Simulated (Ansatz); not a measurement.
# AlH$_{2}$N···CH$_{4}$: what the fields show

Input

```
crystal:
  periodic: [false, false, false]
  atoms:
    - { symbol: Al, position_ang: [0.239868, 0.757585, -1.304349] }
    - { symbol: C, position_ang: [1.304308, -0.167005, 1.540552] }
    - { symbol: H, position_ang: [0.359582, -0.738205, 1.571568] }
    - { symbol: H, position_ang: [1.92842, -0.448164, 2.410237] }
    - { symbol: H, position_ang: [1.095295, 0.91834, 1.579602] }
    - { symbol: H, position_ang: [1.855718, -0.405414, 0.608528] }
    - { symbol: "N", position_ang: [-1.401254, 0.149551, -0.740662] }
    - { symbol: H, position_ang: [-1.696191, -0.18395, 0.183671] }
    - { symbol: H, position_ang: [-2.221045, 0.117261, -1.363149] }
basis:
  gaussian: { orbitals: cc-pVDZ }
hamiltonian:
  xc: pbe
relax:
  f_tol: 0.03
  max_steps: 50
output:
  orbitals: {}
```

Command:

```sh
ansatz run input.yaml --threads 1 --pin off --max-ram 2048MiB --backend cpu --events-out ev --progress --plain --runs-dir out
```

The fields are those of the run's last geometry, not of the input's.

All numbers below come from RKS PBE/cc-pVDZ in Ansatz.

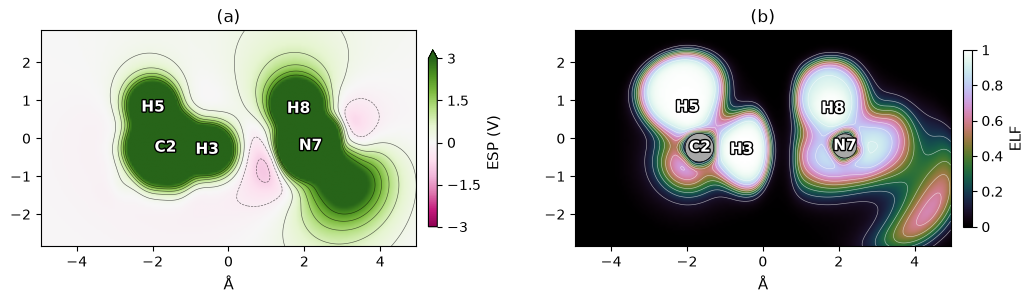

Figure 1. (a) molecular electrostatic potential; (b) ELF on the plane of atoms H3, C2 and H5. Grey discs cover the atomic cores in the ELF map.

**Read the bonding off the picture.**

- The plane passes through C, H and N nuclei.
- N7···H3 (2.73 Å): the ELF dips to about 0.05 between them: a weak contact between the two molecules.
- N–H (1.03 Å): the ELF climbs to about 1 towards the hydrogen, as it does in any bond to H (an ordinary covalent bond to hydrogen).
- C–H (1.11 Å): the ELF climbs to about 1 towards the hydrogen (a covalent bond by its length).
- Outside the dense part of the complex the potential is most negative (−0.9 V) near N7.

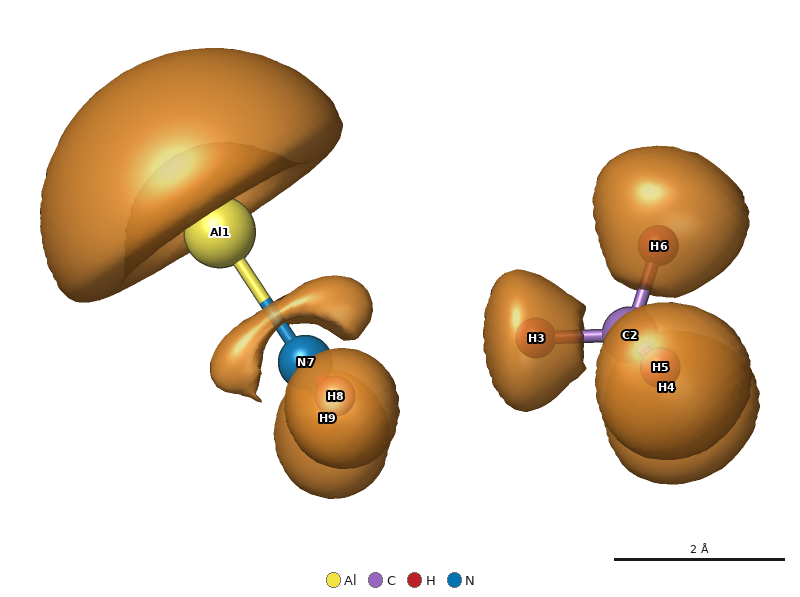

Figure 2. Isosurface of the ELF at 0.85 (orange), seen across its widest extent. Only the valence region is drawn (cores and ρ < 0.01 e/Å³ removed).

**Identify the bonds, lone pairs and shells in this picture.**

The surface consists of six regions around hydrogen nuclei, one lobe of the valence shell of N pointing towards Al and one lobe on Al, pointing away from the bonds (lone pairs). Profiles from the grid: Al–N (1.84 Å): the ELF peaks at about 0.90 in the valence shell of N, 0.7 Å from its nucleus, and is about 0.55 at the midpoint.

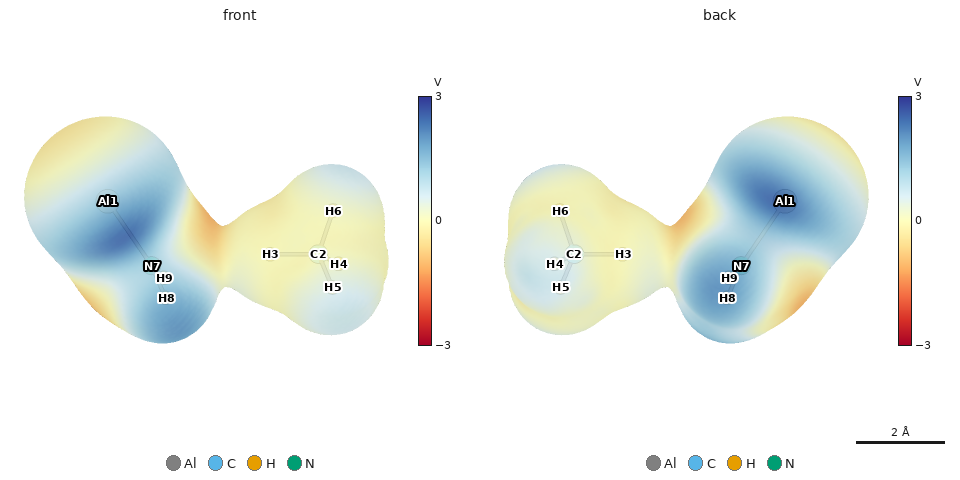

Figure 3. The electrostatic potential painted on the density surface at 0.004 e/bohr³, seen from the front and from behind; the colour scale runs from red (negative) to blue (positive).

**Describe the electrostatic potential map.**

The most negative region (about −1.0 V, or −23 kcal/mol for a unit charge) lies over the gap between the two molecules, near Al1, H3 and N7, the most positive (about +2.4 V, or +55 kcal/mol for a unit charge) over Al1.
